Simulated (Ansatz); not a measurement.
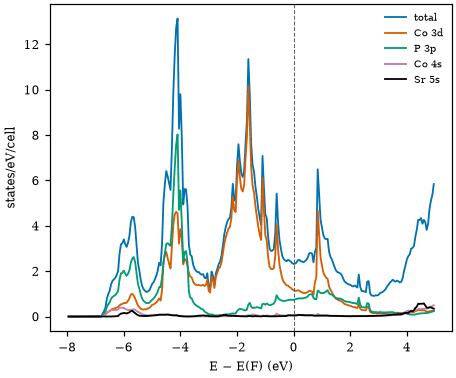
Total and projected density of states of SrCo2P2 in space group I4/mmm (No. 139; Sr on 2a, Co on 4d, P on 4e), the program Ansatz at the r²SCAN level (PAW)

Problem. Which orbitals carry the states next to the Fermi level?

Solution. Within 0.5 eV of the Fermi level: Co 3d 52 %, P 3p 30 %, outside the projected shells 12 %. Projections are on Löwdin-orthogonalised atomic valence shells; empty p or d shells of many metals are not among them.

Problem. Where is the tallest occupied peak in this window, and what makes it?

Solution. Near -4.1 eV, about 13 states/eV per cell; the largest projected share is P 3p.

The first step of the workflow began from a Materials Project structure, measured or hypothetical; the Crystallography Open Database files this formula in space group No. 139, but the cells were not matched. Its standing as an ambient phase is unchecked. The cell was relaxed with r²SCAN under the symmetry of its start; its stability against distortions is not shown here. The final state is ferromagnetic, chosen from 2 collinear starts compared on coarse meshes (ties went to the first, and starts can fall back to one state), not a proven ground state. Other orbital occupations within this spin state were not tried. Scalar-relativistic: spin–orbit coupling is off unless named, which matters more the heavier the elements.

Potentials: the later of the program's two PAW sets.
